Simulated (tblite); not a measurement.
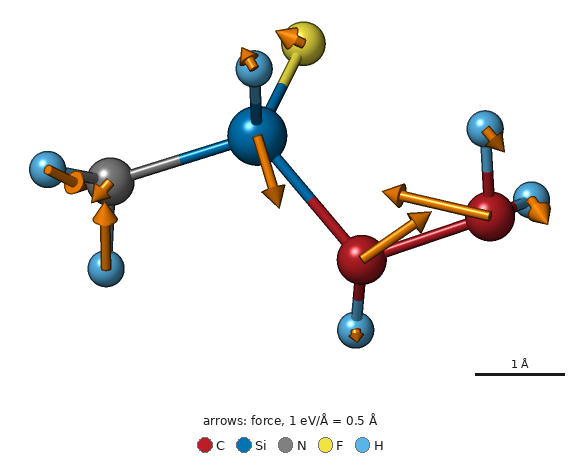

Starting geometry of C$_{2}$H$_{6}$FNSi (charge −1, multiplicity 2) with the computed forces as orange arrows. The picture is a ball-and-stick view, seen at a tilt.

Method: GFN2-xTB geometry optimisation, gas phase in tblite. 

Question: Is this structure relaxed? If not, where do the atoms go?

Answer: It isn't relaxed: the largest force vector, on a C atom, is 2.64 eV/Å. The final displacements follow the starting forces only in part (cosine between the two patterns 0.32). The atom that moves furthest after the best rigid fit is an H atom (1.16 Å). Largest moves by element: H 1.16 Å, F 0.69 Å, C 0.43 Å, Si 0.20 Å, N 0.01 Å. Some distances before and after: C–C 1.532 → 1.403 Å, H–Si 1.467 → 1.512 Å, H–N 1.052 → 1.010 Å, C–H 1.117 → 1.080 Å. Bond angles that change, for instance: C–Si–H 107.2° → 131.9°, C–C–Si 112.0° → 126.8°, F–Si–H 108.1° → 93.9°. Groups turn about N–Si by about 20°. Over 107 geometry steps the energy falls by 28.6 kcal/mol.
